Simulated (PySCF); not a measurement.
**WH (sextet): density, localisation and related maps**

```xyz
2

H     0.0000    0.0000   -1.7037
W     0.0000    0.0000    0.0093
```

Core potentials replace the inner electrons of W.

Theory: PBE0/cc-pVDZ(-PP), non-relativistic Hamiltonian with scalar-relativistic core potentials where named, at a bond length of 1.713 Å in PySCF.

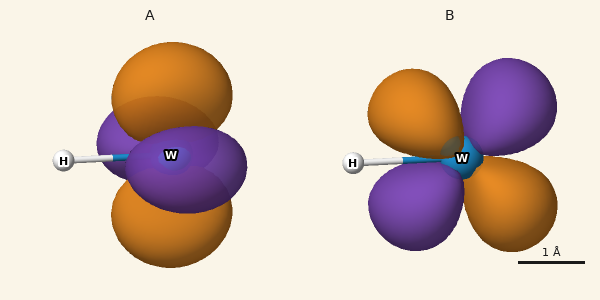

Figure 1. Two frontier α-spin orbitals, each drawn at the value that holds 80 % of its norm (orange and purple are the two phases), in no order; of a degenerate pair one member is drawn.

Q: Label each orbital by symmetry, say whether it is occupied, and order them by energy.

A: Orbital B: π, occupied in this spin, −5.80 eV; almost wholly on W.
Orbital A: δ, occupied in this spin, −5.72 eV; almost wholly on W.

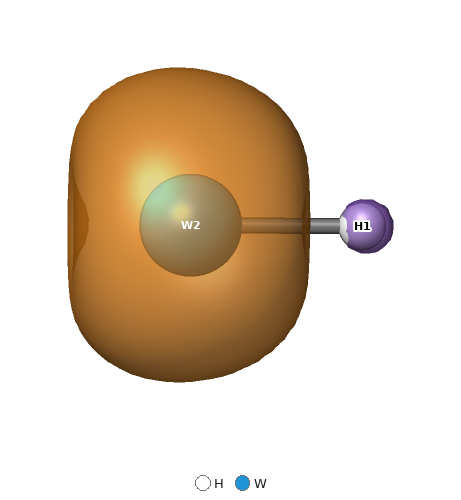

Figure 2. Isosurfaces of the spin density (α minus β) at +0.08 (orange) and −0.08 e/Å³ (purple), seen from one side.

Q: Describe the spin distribution.

A: The unpaired spin (5 electrons) lies mostly on W2 (about 5.0), in electrons by Hirshfeld's partition.

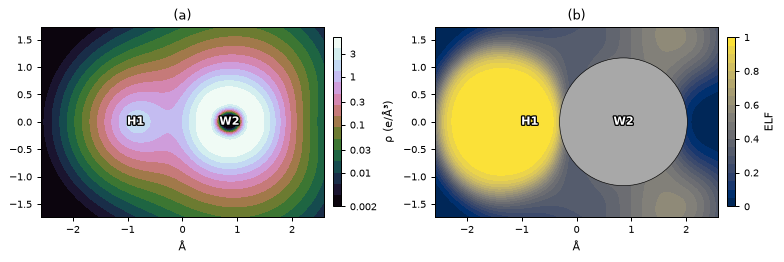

Figure 3. (a) electron density; (b) electron localisation function on a plane that holds the molecular axis. Grey discs cover the atomic cores in the ELF map.

Q: What do the fields say about this system?

A: The plane passes through H and W nuclei.
W–H (1.71 Å): ρ at the midpoint is about 1.3 e/Å³; the ELF climbs to about 1 towards the hydrogen.

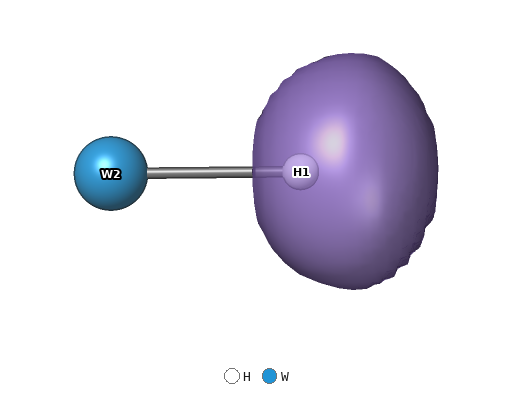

Figure 4. Isosurface of the electron localisation function at 0.9 (purple), seen from one side. Core shells and regions of very low density are left out.

Q: Where are the electrons localised?

A: The surface consists of one region around a hydrogen nucleus.
